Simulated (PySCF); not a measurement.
# H4O3Si, SMILES `O[SiH](O)O`: electronic structure

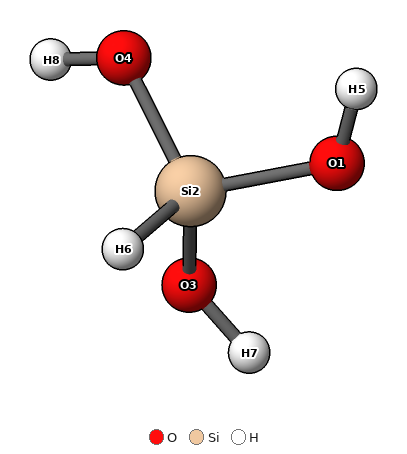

The molecule, with its atoms numbered as below. No frequency check shows the geometry to be a minimum.

Geometry (Å), atoms numbered from 1:

```
O1       1.2768    0.8295   -0.2321
Si2     -0.0003   -0.0001    0.3298
O3       0.0803   -1.5203   -0.2323
O4      -1.3564    0.6908   -0.2325
H5       1.2271    1.7788   -0.2757
H6      -0.0013    0.0003    1.7864
H7       0.9273   -1.9519   -0.2757
H8      -2.1537    0.1731   -0.2762
```

### 1. Bonding charge

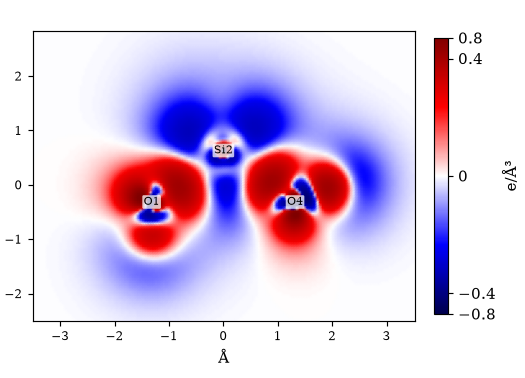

Deformation density (molecule less spherical, spin-averaged free atoms) in the plane of O1, Si2 and O4; colour scale in e/Å³, logarithmic beyond ±0.1; red: gain, blue: loss.

PySCF calculation, PBE/def2-TZVP, gas phase; geometry: GFN2-xTB.

Q: How much density has each bond in this plane gained at its critical point, relative to the free atoms?

A: Si2–O4 and O1–Si2: +0.13 e/Å³ at the bond critical point (bond length 1.62 Å, Mayer order 1.2). In all, 1.8 electrons gather in the regions of gain relative to the promolecule. A small or negative value marks a very polar bond, one between electron-rich atoms, whose free-atom densities already overlap strongly, a long bond to a heavier atom, or a closed-shell contact such as a hydrogen bond.

### 2. Bond critical points

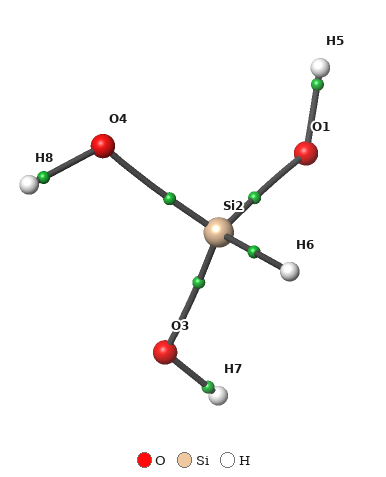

Molecular graph of the electron density (QTAIM): bond paths, bond critical points (green), ring points (magenta, if any); weak paths are dashed.

Q: How many critical points of each kind are there, and does the count close?

A: 8 nuclei, 7 bond, 0 ring and 0 cage critical points: 8 − 7 + 0 − 0 = 1, as the Poincaré–Hopf relation requires.

Q: Tabulate density, Laplacian, ellipticity and energy density at the bond critical points (atomic units).

A:
| bond | length (Å) | ρ (a.u.) | ∇²ρ (a.u.) | ε | H (a.u.) |
| --- | --- | --- | --- | --- | --- |
| O1–H5 (3 alike) | 0.952 | 0.363 | −2.49 | 0.00 | −0.696 |
| Si2–O4 (3 alike) | 1.622 | 0.147 | +0.88 | 0.08 | −0.055 |
| Si2–H6 | 1.457 | 0.130 | +0.15 | 0.00 | −0.085 |

Q: What kind of interaction is Si2–H6?

A: Polar or intermediate (positive Laplacian, negative energy density H): ρ = 0.130, ∇²ρ = +0.15, H = −0.085 a.u.

### 3. Local ionisation energy

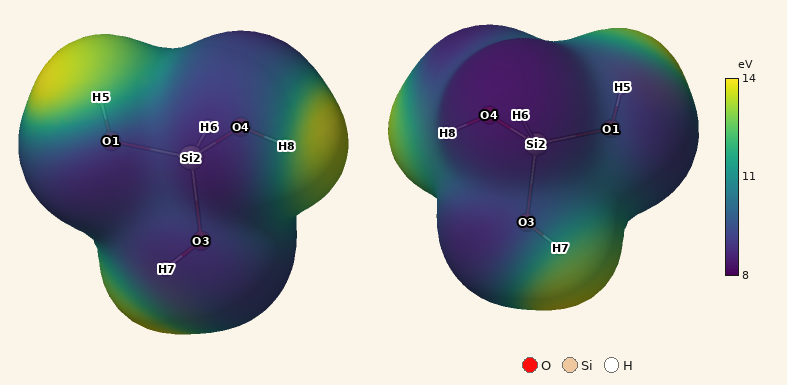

Average local ionisation energy on the surface of electron density 0.001 a.u. (back view left, front view right).

Q: Where are the most loosely bound electrons on this surface?

A: The lowest value is 8.3 eV, 1.5 Å from H6. Further minima include 8.6 eV, off the O3–H7 bond (1.9 to 2.1 Å from its atoms), and at like points elsewhere. For comparison, the highest occupied orbital lies at −7.2 eV.

### 4. In an electric field

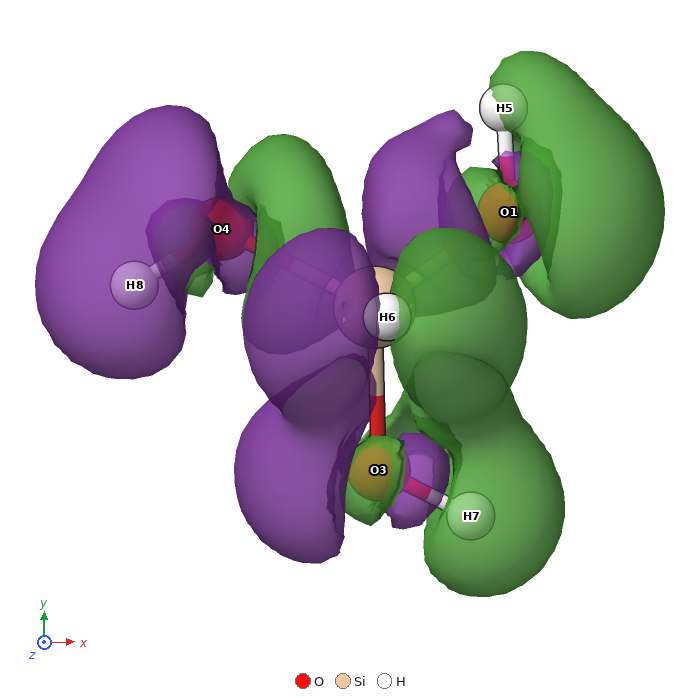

Change of the electron density in a uniform field of 0.21 V/Å, surfaces at ±0.001 e/Å³ (purple: gain, green: loss).

PySCF calculation, PBE/def2-TZVP, gas phase; geometry: GFN2-xTB. A basis without diffuse functions makes polarisabilities too small.

Q: Along which Cartesian direction does the field point?

A: Along +x: electrons gather on the −x side, against the field.

Q: What dipole is induced, and what polarisability does it imply?

A: The induced dipole is 0.37 D (along the field); α along this axis, from the fields in both directions, is 36 bohr³ (5.3 Å³).

Q: Which atoms gain and lose the most charge?

A: Electrons gather most on H8 (Hirshfeld charge changes by −0.007 e) and leave O1 most (+0.007 e); 0.038 electrons are displaced in all.

### 5. Removing or adding an electron

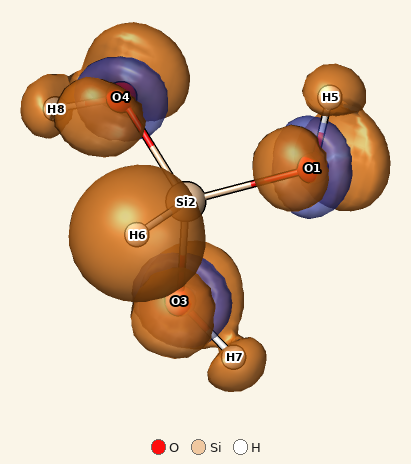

Fukui function f⁻ = ρ(N) − ρ(N−1) at fixed geometry, surfaces at ±0.03 e/Å³ (orange positive, blue negative).

Method: PBE/def2-TZVP; geometry: GFN2-xTB; program: PySCF.

Q: Which atoms respond most to the removal of an electron?

A: f⁻ (Hirshfeld-condensed) is largest on H6 (0.20), Si2 (0.18) and O1, O3 and O4 (0.15 each); the vertical ionisation energy is 10.63 eV (the stability of the cation's solution wasn't checked). Condensed values hint at sites of electrophilic attack but needn't mark the atom that reacts. Shares this close don't rank the sites. Orbital relaxation makes it negative in places (0.12 e in all).

The PySCF runs shown took 19 s, 41 s and 81 s on 1 thread of Arm Neoverse V1 (shared host).
